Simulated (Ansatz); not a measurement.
Cost and result by functional for the adsorption energy of H2O on the 1x1 (110) surface of bcc W, one in a 2x2 cell, started at the site 'top W', in Ansatz (plane waves, PAW). Single points on the PBE structure, on one kind of machine; costs are rough ratios of the slab run's core time (references not counted) to the cheapest single point. r2SCAN's cost holds its higher cutoff (500 against 420 eV). Differences are taken against r2SCAN for comparison alone: no measured value is at hand, so the table doesn't rank accuracy.

Model: 19-atom slab, 6.6 Å thick at the start under the adsorbate (thin: gaps and levels are the slab's own), 6x6x1 mesh, Fermi-Dirac 0.1 eV, dipole correction, 8 atoms held, the rest relaxed; no symmetry held; no spin, no spin-orbit, no U, no dispersion correction. At the end it is bonded to W. In PBE it is, or lies within 0.03 eV of, the lowest of the starts that converged. These notes are the PBE run's. Adsorption energies are against H2O(g). A negative adsorption energy means that the adsorbate is more stable on the surface than in its reference.

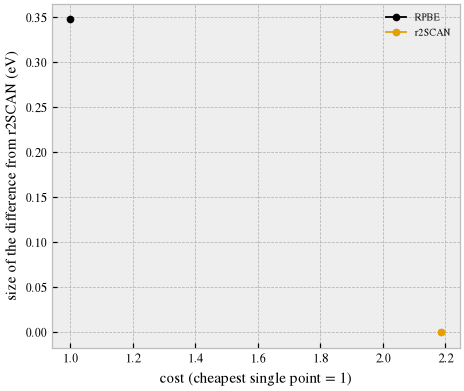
*Difference from r2SCAN against cost*

```tsv
functional	relative cost	adsorption energy (eV)	less r2SCAN (eV)
RPBE	1	-0.28	0.35
r2SCAN	2	-0.63	0.00
PBE (the relaxed run's value)	–	-0.52	0.11
```

The values span 0.35 eV, while the single points' costs differ by a factor of roughly 2. Differences are of unrounded values.

Ansatz is a program for electronic structure.
